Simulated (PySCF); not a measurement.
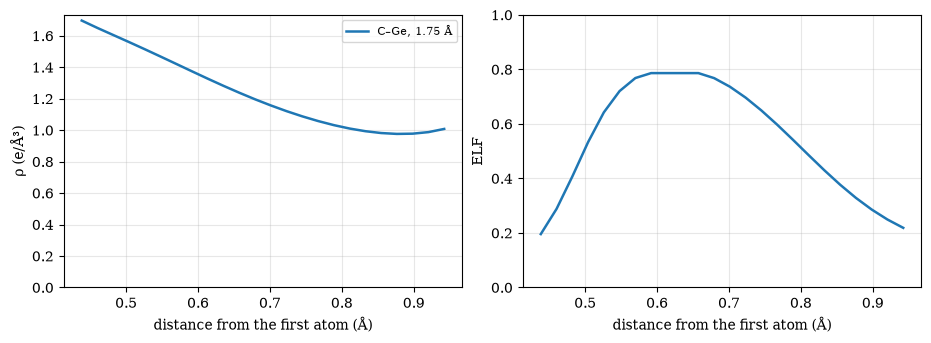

Figure 1: GeC (charge −1, doublet). Electron density and electron localisation function along straight lines between neighbouring atoms. The curves leave out the atomic cores.

⟨S²⟩ = 0.83, above the pure value of 0.75.

The calculation used PySCF, PBE0/aug-cc-pVDZ-DK/X2C, spin-free X2C-1e, Gaussian nucleus, at a bond length of 1.753 Å.

### What can be read from the curves?

C–Ge (1.75 Å): ρ at the midpoint is about 0.98 e/Å³; the ELF peaks at about 0.80 in the valence shell of C, 0.6 Å from its nucleus, and is about 0.35 at the midpoint.
